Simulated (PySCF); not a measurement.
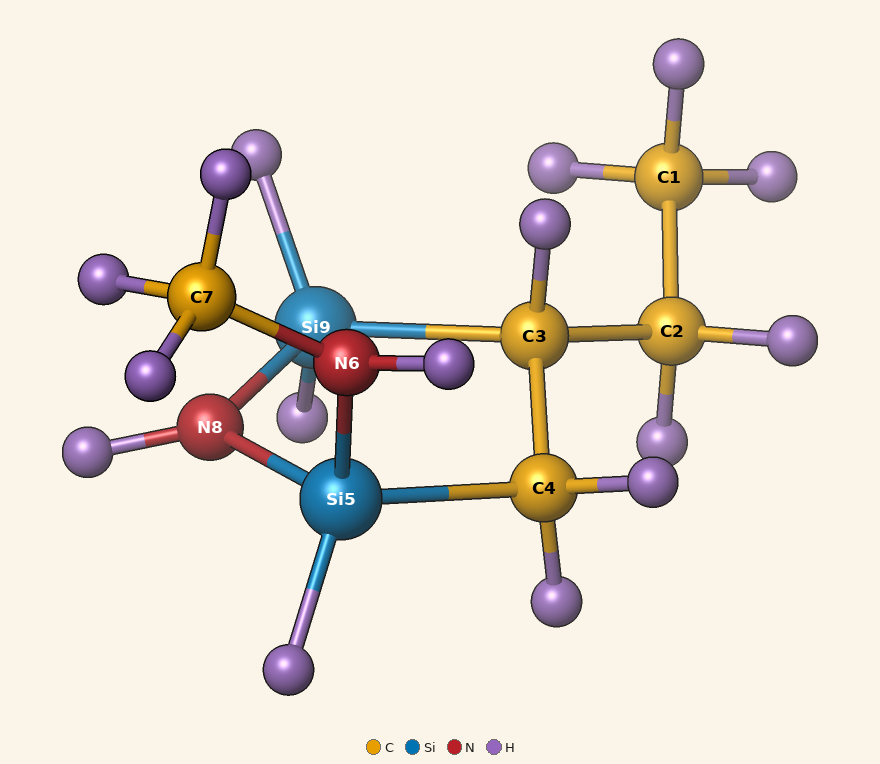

Depth is shown by fading: the farther an atom, the more it takes the colour of the background. The geometry was computed by an optimisation with PBE0-D3(BJ)/def2-SVP. No frequency run is at hand to confirm it as a minimum.

Question: What is the conformation of the ring C3–C4–Si5–N8–Si9?

Answer: It is between envelope and twist. The Cremer–Pople amplitude Q is 0.41 Å.

Question: Give the torsion angles round the ring, beginning with the bond from its second to its third atom.

Answer: 35°, −16°, −3°, 27°, −39°.
